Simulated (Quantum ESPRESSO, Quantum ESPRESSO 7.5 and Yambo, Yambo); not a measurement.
# A GW chain in Yambo: ZrSe2 (1T monolayer)

Aim: the G0W0 gap of ZrSe2 (1T monolayer) on PBE, step by step.

Main program and level: Quantum ESPRESSO 7.5 and Yambo 5.3.0; PBE and many-body steps on it, plane waves.

## Step 1: The starting structure

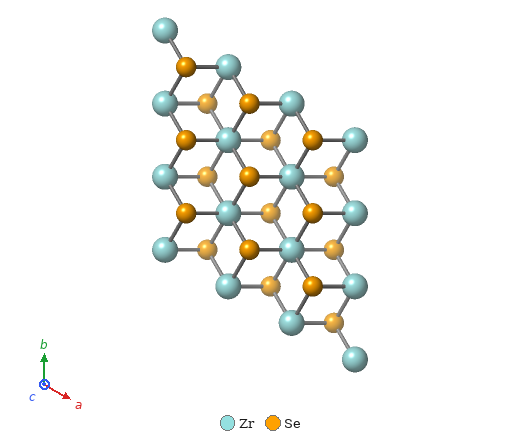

The cell as given, from above (zirconium light teal, selenium orange). 3×3×1 cells are drawn. Some periodic images of atoms are drawn too.

The cell holds 3 atoms: 1 Zr and 2 Se. Its edges and angles: a = 3.808 Å, b = 3.808 Å, c = 16.000 Å, α = 90.0°, β = 90.0°, γ = 120.0°. Vacuum lies along c.

The structure was relaxed with PBE. The runs that relaxed it are not among those shown.

## Step 2: Ground state

This step: Quantum ESPRESSO 7.5; DFT, PBE, plane waves, norm-conserving pseudopotentials.

The ground-state density comes first.

File pw.in:

```
&control
  calculation = 'scf'
  prefix = 'x'
  outdir = 'o'
  pseudo_dir = 'pseudo'
/
&system
  ibrav = 0
  nat = 3
  ntyp = 2
  ecutwfc = 104.0
  nbnd = 35
  force_symmorphic = .true.
/
&electrons
  conv_thr = 1e-10
  electron_maxstep = 80
  mixing_beta = 0.5
/
ATOMIC_SPECIES
  Zr 91.224 Zr.upf
  Se 78.971 Se.upf
CELL_PARAMETERS angstrom
  3.8082320812 0.0000000002 0.0000000000
  -1.9041160408 3.2980257257 0.0000000000
  0.0000000000 0.0000000000 16.0000000000
ATOMIC_POSITIONS crystal
  Zr 0.0000000000 0.0000000000 0.5000000000
  Se 0.3333333333 0.6666666667 0.5985386352
  Se 0.6666666667 0.3333333333 0.4014613648
K_POINTS automatic
  9 9 1 0 0 0
```

Launch:

```
$ OMP_NUM_THREADS=1 mpirun -n 8 pw.x -nk 8 -in pw.in > pw.out
```

Output:

```text
Program PWSCF v.7.5 starts

     This program is part of the open-source Quantum ESPRESSO suite
     for quantum simulation of materials; please cite
         "P. Giannozzi et al., J. Phys.:Condens. Matter 21 395502 (2009);
         "P. Giannozzi et al., J. Phys.:Condens. Matter 29 465901 (2017);
         "P. Giannozzi et al., J. Chem. Phys. 152 154105 (2020);
     in publications or presentations arising from this work. More details at
     Message from routine setup:
     using ibrav=0 with symmetry is DISCOURAGED, use correct ibrav instead

     G-vector sticks info

     bravais-lattice index     =            0
     lattice parameter (alat)  =       7.1965  a.u.
     unit-cell volume          =    1356.1072 (a.u.)^3
     number of atoms/cell      =            3
     number of atomic types    =            2
     number of electrons       =        60.00
     number of Kohn-Sham states=           35
     kinetic-energy cutoff     =     104.0000  Ry
     charge density cutoff     =     416.0000  Ry
     scf convergence threshold =      1.0E-10
     mixing beta               =       0.5000
     number of iterations used =            8  plain     mixing
     Exchange-correlation= PBE
                           (   1   4   3   4   0   0   0)

     celldm(1)=   7.196516  celldm(2)=   0.000000  celldm(3)=   0.000000
     celldm(4)=   0.000000  celldm(5)=   0.000000  celldm(6)=   0.000000

     crystal axes: (cart. coord. in units of alat)
               a(1) = (   1.000000   0.000000   0.000000 )
               a(2) = (  -0.500000   0.866025   0.000000 )
               a(3) = (   0.000000   0.000000   4.201425 )

     reciprocal axes: (cart. coord. in units 2 pi/alat)
               b(1) = (  1.000000  0.577350 -0.000000 )
               b(2) = ( -0.000000  1.154701  0.000000 )
               b(3) = (  0.000000 -0.000000  0.238015 )
     Pseudo is Norm-conserving + core correction, Zval = 12.0
     Generated using ONCVPSP code by D. R. Hamann
     Using radial grid of 1622 points,  6 beta functions with:
     Pseudo is Norm-conserving + core correction, Zval = 24.0
     Generated using ONCVPSP code by D. R. Hamann
     Using radial grid of 1214 points,  6 beta functions with:
     Zr               12.00    91.22400     Zr( 1.00)
     Se               24.00    78.97100     Se( 1.00)

     12 Sym. Ops., with inversion, found

   Cartesian axes

     site n.     atom                  positions (alat units)
         1        Zr     tau(   1) = (   0.0000000   0.0000000   2.1007123  )
         2        Se     tau(   2) = (  -0.0000000   0.5773503   2.5147150  )
         3        Se     tau(   3) = (   0.5000000   0.2886751   1.6867097  )

     number of k points=    12
                       cart. coord. in units 2pi/alat
        k(    1) = (   0.0000000   0.0000000   0.0000000), wk =   0.0246914
        k(    2) = (  -0.0000000   0.1283001   0.0000000), wk =   0.1481481
        k(    3) = (  -0.0000000   0.2566001   0.0000000), wk =   0.1481481
        k(    4) = (  -0.0000000   0.3849002   0.0000000), wk =   0.1481481
        k(    5) = (  -0.0000000   0.5132002   0.0000000), wk =   0.1481481
        k(    6) = (   0.1111111   0.1924501   0.0000000), wk =   0.1481481
        k(    7) = (   0.1111111   0.3207501   0.0000000), wk =   0.2962963
        k(    8) = (   0.1111111   0.4490502   0.0000000), wk =   0.2962963
        k(    9) = (   0.1111111   0.5773503   0.0000000), wk =   0.1481481
        k(   10) = (   0.2222222   0.3849002   0.0000000), wk =   0.1481481
        k(   11) = (   0.2222222   0.5132002   0.0000000), wk =   0.2962963
        k(   12) = (   0.3333333   0.5773503   0.0000000), wk =   0.0493827

     Dense  grid:   194387 G-vectors     FFT dimensions: (  48,  48, 200)

     Initial potential from superposition of free atoms

     starting charge      59.9975, renormalised to      60.0000
     Starting wfcs are   36 randomized atomic wfcs

     per-process dynamical memory:   140.1 Mb

     Self-consistent Calculation

     iteration #  1     ecut=   104.00 Ry     beta= 0.50

     Threshold (ethr) on eigenvalues was too large:
     Diagonalizing with lowered threshold

     total energy              =   -1454.55972117 Ry
     estimated scf accuracy    <       0.12962365 Ry

     iteration #  2     ecut=   104.00 Ry     beta= 0.50

     total energy              =   -1454.57227783 Ry
     estimated scf accuracy    <       0.06111814 Ry

     iteration #  3     ecut=   104.00 Ry     beta= 0.50

     total energy              =   -1454.58703005 Ry
     estimated scf accuracy    <       0.02717524 Ry

     iteration #  4     ecut=   104.00 Ry     beta= 0.50

     total energy              =   -1454.59048814 Ry
     estimated scf accuracy    <       0.00089124 Ry

     iteration #  5     ecut=   104.00 Ry     beta= 0.50

     total energy              =   -1454.59054103 Ry
     estimated scf accuracy    <       0.00008361 Ry

     iteration #  6     ecut=   104.00 Ry     beta= 0.50

     total energy              =   -1454.59056179 Ry
     estimated scf accuracy    <       0.00001402 Ry

     iteration #  7     ecut=   104.00 Ry     beta= 0.50

     total energy              =   -1454.59056362 Ry
     estimated scf accuracy    <       0.00000012 Ry

     iteration #  8     ecut=   104.00 Ry     beta= 0.50

     total energy              =   -1454.59056368 Ry
     estimated scf accuracy    <       0.00000003 Ry

     iteration #  9     ecut=   104.00 Ry     beta= 0.50

     total energy              =   -1454.59056368 Ry
     estimated scf accuracy    <          4.5E-09 Ry

     iteration # 10     ecut=   104.00 Ry     beta= 0.50

     total energy              =   -1454.59056368 Ry
     estimated scf accuracy    <          9.1E-10 Ry

     iteration # 11     ecut=   104.00 Ry     beta= 0.50

     End of self-consistent calculation

          k = 0.0000 0.0000 0.0000 ( 24297 PWs)   bands (ev):

  -206.9615-206.9615-146.4447-146.4447-146.4447-146.4447-146.4402-146.4402
   -49.3026 -46.6269 -46.6269 -46.6267 -46.6267 -46.6192 -46.6192 -46.6189
   -46.6189 -46.6155 -46.6154 -27.3338 -27.2308 -27.2308 -12.7085 -11.8333
    -3.8018  -2.3170  -2.3170  -0.9055   0.1714   0.1714   1.3003   1.3003
     1.9068   4.6715   4.6716

          k =-0.0000 0.1283 0.0000 ( 24323 PWs)   bands (ev):

  -206.9615-206.9615-146.4447-146.4447-146.4447-146.4447-146.4402-146.4402
   -49.3015 -46.6269 -46.6267 -46.6266 -46.6266 -46.6192 -46.6192 -46.6189
   -46.6189 -46.6155 -46.6154 -27.3290 -27.2513 -27.2352 -12.6045 -11.8302
    -3.6536  -2.6216  -2.2593  -0.7186  -0.6302  -0.2147   1.3626   1.7259
     2.1662   4.0334   4.5876

          k =-0.0000 0.2566 0.0000 ( 24320 PWs)   bands (ev):

  -206.9615-206.9615-146.4447-146.4447-146.4447-146.4447-146.4402-146.4402
   -49.2987 -46.6268 -46.6267 -46.6265 -46.6260 -46.6192 -46.6191 -46.6189
   -46.6188 -46.6154 -46.6153 -27.3176 -27.3019 -27.2463 -12.3324 -11.8179
    -3.3142  -3.0012  -2.1550  -2.0235  -0.6935  -0.5076   1.1328   2.2822
     2.5681   3.7553   4.5437

          k =-0.0000 0.3849 0.0000 ( 24272 PWs)   bands (ev):

     [... further k-points ...]

     highest occupied, lowest unoccupied level (ev):     0.1714    0.7221

!    total energy              =   -1454.59056368 Ry
     estimated scf accuracy    <          3.8E-11 Ry

     The total energy is the sum of the following terms:
     one-electron contribution =   -3615.52411029 Ry
     hartree contribution      =    1741.87320165 Ry
     xc contribution           =    -135.38878190 Ry
     ewald contribution        =     554.44912685 Ry

     convergence has been achieved in  11 iterations

     XML data file, charge density, pseudopotentials, collected wavefunctions

=------------------------------------------------------------------------------=
   JOB DONE.
=------------------------------------------------------------------------------=
```

The job ended after 34 s (8 MPI ranks of Intel Xeon 6975P-C (Granite Rapids), shared host; peak memory 1.8 GiB; 4.5 min of CPU time).

This step gave:

```
total energy               : -19790.7128 eV
gap                        : 0.5508 eV
k of the valence top       : 0, 0, 0
k of the conduction bottom : 0, 0.4444, 0
least direct gap           : 1.129 eV
```

The gap is indirect, with the least direct gap 0.58 eV higher.

## Step 3: Bands along the symmetry lines

The cheap functional maps the bands first; the places of the edges decide which points the dearer methods must see.

File pw.in:

```
&control
  calculation = 'bands'
  prefix = 'x'
  outdir = 'o'
  pseudo_dir = 'pseudo'
/
&system
  ibrav = 0
  nat = 3
  ntyp = 2
  ecutwfc = 104.0
  nbnd = 36
  force_symmorphic = .true.
/
&electrons
  conv_thr = 1e-9
  electron_maxstep = 80
  diago_full_acc = .true.
  diago_thr_init = 5e-6
/
ATOMIC_SPECIES
  Zr 91.224 Zr.upf
  Se 78.971 Se.upf
CELL_PARAMETERS angstrom
  3.8082320812 0.0000000002 0.0000000000
  -1.9041160408 3.2980257257 0.0000000000
  0.0000000000 0.0000000000 16.0000000000
ATOMIC_POSITIONS crystal
  Zr 0.0000000000 0.0000000000 0.5000000000
  Se 0.3333333333 0.6666666667 0.5985386352
  Se 0.6666666667 0.3333333333 0.4014613648
K_POINTS crystal
  25
  0.00000000 0.00000000 0.00000000 1
  0.06250000 0.00000000 0.00000000 1
  0.12500000 0.00000000 0.00000000 1
  0.18750000 0.00000000 0.00000000 1
  0.25000000 0.00000000 0.00000000 1
  0.31250000 0.00000000 0.00000000 1
  0.37500000 0.00000000 0.00000000 1
  0.43750000 0.00000000 0.00000000 1
  0.50000000 0.00000000 0.00000000 1
  0.47916667 0.04166667 0.00000000 1
  0.45833333 0.08333333 0.00000000 1
  0.43750000 0.12500000 0.00000000 1
  0.41666666 0.16666666 0.00000000 1
  0.39583333 0.20833333 0.00000000 1
  0.37500000 0.25000000 0.00000000 1
  0.35416666 0.29166666 0.00000000 1
  0.33333333 0.33333333 0.00000000 1
  0.29166666 0.29166666 0.00000000 1
  0.25000000 0.25000000 0.00000000 1
  0.20833333 0.20833333 0.00000000 1
  0.16666666 0.16666666 0.00000000 1
  0.12500000 0.12500000 0.00000000 1
  0.08333333 0.08333333 0.00000000 1
  0.04166667 0.04166667 0.00000000 1
  0.00000000 0.00000000 0.00000000 1
```

Output:

```text
[banner, memory and clock lines left out]
Program PWSCF v.7.5 starts

     Atomic positions and unit cell read from directory:
     o/x.save/

     Message from routine setup:
     using ibrav=0 with symmetry is DISCOURAGED, use correct ibrav instead

     G-vector sticks info

     bravais-lattice index     =            0
     lattice parameter (alat)  =       7.1965  a.u.
     unit-cell volume          =    1356.1072 (a.u.)^3
     number of atoms/cell      =            3
     number of atomic types    =            2
     number of electrons       =        60.00
     number of Kohn-Sham states=           36
     kinetic-energy cutoff     =     104.0000  Ry
     charge density cutoff     =     416.0000  Ry
     Exchange-correlation= PBE
                           (   1   4   3   4   0   0   0)

     celldm(1)=   7.196516  celldm(2)=   0.000000  celldm(3)=   0.000000
     celldm(4)=   0.000000  celldm(5)=   0.000000  celldm(6)=   0.000000

     crystal axes: (cart. coord. in units of alat)
               a(1) = (   1.000000   0.000000   0.000000 )
               a(2) = (  -0.500000   0.866025   0.000000 )
               a(3) = (   0.000000   0.000000   4.201425 )

     reciprocal axes: (cart. coord. in units 2 pi/alat)
               b(1) = (  1.000000  0.577350 -0.000000 )
               b(2) = ( -0.000000  1.154701  0.000000 )
               b(3) = (  0.000000 -0.000000  0.238015 )
     Pseudo is Norm-conserving + core correction, Zval = 12.0
     Generated using ONCVPSP code by D. R. Hamann
     Using radial grid of 1622 points,  6 beta functions with:
     Pseudo is Norm-conserving + core correction, Zval = 24.0
     Generated using ONCVPSP code by D. R. Hamann
     Using radial grid of 1214 points,  6 beta functions with:
     Zr               12.00    91.22400     Zr( 1.00)
     Se               24.00    78.97100     Se( 1.00)

     12 Sym. Ops., with inversion, found

   Cartesian axes

     site n.     atom                  positions (alat units)
         1        Zr     tau(   1) = (   0.0000000   0.0000000   2.1007123  )
         2        Se     tau(   2) = (  -0.0000000   0.5773503   2.5147150  )
         3        Se     tau(   3) = (   0.5000000   0.2886751   1.6867097  )

     number of k points=    25
                       cart. coord. in units 2pi/alat
        k(    1) = (   0.0000000   0.0000000   0.0000000), wk =   0.0800000
        k(    2) = (   0.0625000   0.0360844   0.0000000), wk =   0.0800000
        k(    3) = (   0.1250000   0.0721688   0.0000000), wk =   0.0800000
[...]
[... 13 further rows ...]
        k(   24) = (   0.0416667   0.0721688   0.0000000), wk =   0.0800000
        k(   25) = (   0.0000000   0.0000000   0.0000000), wk =   0.0800000

     Dense  grid:   194387 G-vectors     FFT dimensions: (  48,  48, 200)

     The potential is recalculated from file :
     o/x.save/charge-density

     Starting wfcs are   36 randomized atomic wfcs

     Band Structure Calculation

     End of band structure calculation

          k = 0.0000 0.0000 0.0000 ( 24297 PWs)   bands (ev):

  -206.9615-206.9615-146.4448-146.4448-146.4448-146.4447-146.4402-146.4402
   -49.3027 -46.6269 -46.6269 -46.6267 -46.6267 -46.6192 -46.6192 -46.6189
   -46.6189 -46.6155 -46.6154 -27.3339 -27.2309 -27.2309 -12.7085 -11.8333
    -3.8019  -2.3171  -2.3171  -0.9055   0.1713   0.1713   1.3003   1.3003
     1.9068   4.5064   4.6715   4.6715

          k = 0.0625 0.0361 0.0000 ( 24307 PWs)   bands (ev):

  -206.9615-206.9615-146.4448-146.4448-146.4448-146.4447-146.4402-146.4402
[...]
1.9981   4.3687   4.6342   4.6395

          k = 0.1250 0.0722 0.0000 ( 24316 PWs)   bands (ev):

  -206.9615-206.9615-146.4448-146.4448-146.4448-146.4448-146.4402-146.4402
[...]
2.2193   3.9514   4.5730   4.9319

[...]
k = 0.0417 0.0722 0.0000 ( 24317 PWs)   bands (ev):

  -206.9615-206.9615-146.4448-146.4448-146.4448-146.4447-146.4402-146.4402
[...]
2.0300   4.3121   4.5846   4.7026

          k = 0.0000 0.0000 0.0000 ( 24297 PWs)   bands (ev):

  -206.9615-206.9615-146.4448-146.4448-146.4448-146.4447-146.4402-146.4402
[...]
-46.6189 -46.6155 -46.6154 -27.3339 -27.2309 -27.2309 -12.7085 -11.8333
    -3.8019  -2.3171  -2.3171  -0.9055   0.1713   0.1713   1.3003   1.3003
     1.9068   4.5064   4.6715   4.6715

     XML data file, pseudopotentials, collected wavefunctions
```

Elapsed: 16 s, on 8 MPI ranks; peak memory 1.5 GiB; 2.1 min of CPU time.

This step gave:

```yaml
gap: 0.5296 eV
k_of_the_valence_top: 0, 0, 0
k_of_the_conduction_bottom: 0.5, 0, 0
least_direct_gap: 1.129 eV
```

The gap is 0.530 eV, −0.021 eV from the run before at this level.

Electronic bands along the path, in eV, zero at the top of the highest filled band:

```csv
point,band 27,band 28,band 29,band 30,band 31,band 32,band 33,band 34
Γ,-2.49,-1.08,0.00,0.00,1.13,1.13,1.74,4.34
M,-2.47,-2.41,-1.45,-1.05,0.53,2.57,2.91,4.75
K,-3.37,-2.06,-2.06,-1.92,1.84,2.44,2.44,4.39
Γ,-2.49,-1.08,0.00,0.00,1.13,1.13,1.74,4.34
```

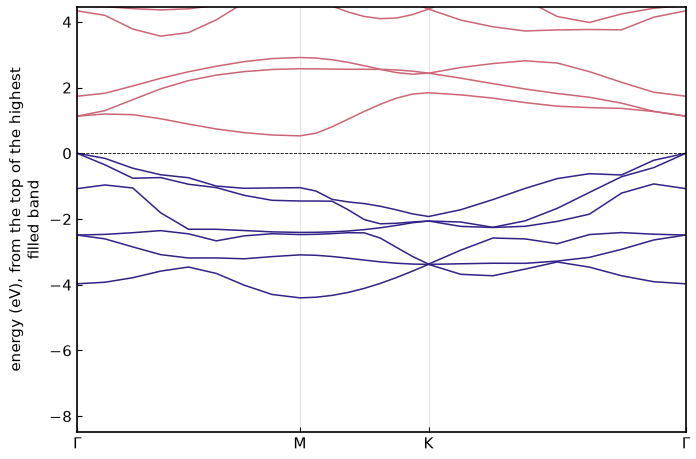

Electronic bands along the path; lines of filled and empty bands in two colours.

(Continued in part 2 of 3.)

[Paths, hosts, dates, memory and timing lines, banners, echoed tables and standing remarks are left out of the program output.]

[Logs are printed without paths, hosts, clocks, repeated set-up lines and the standing remarks that a program may print on its own settings, such as how far it seeks lower states.]

[Runs of the session that timed out or met a known fault of the program may be left out.]

[Hosts, paths, dates, database ids (printed as entryN), source tags and the programs' standing remarks are cut or masked in the printed files.]
